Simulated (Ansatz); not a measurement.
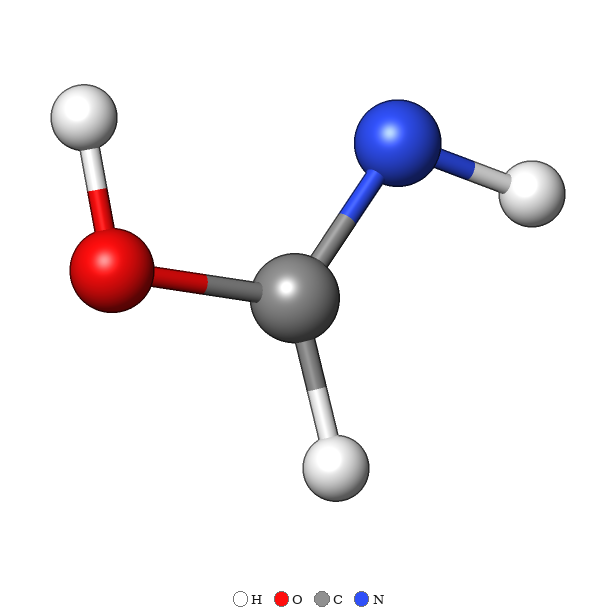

Harmonic vibrations computed with RKS PBE0-D4/def2-TZVP (Ansatz 0.2.0) at a stationary point of the same level.

Question: Is this a minimum or a saddle point?

Answer: A minimum: no imaginary frequency, and the lowest mode lies at 592 cm⁻¹.

Question: List the wavenumbers.

Answer: 12 modes: 592, 636, 835, 1059, 1080, 1194, 1377, 1401, 1755, 3119, 3561, 3769 cm⁻¹.
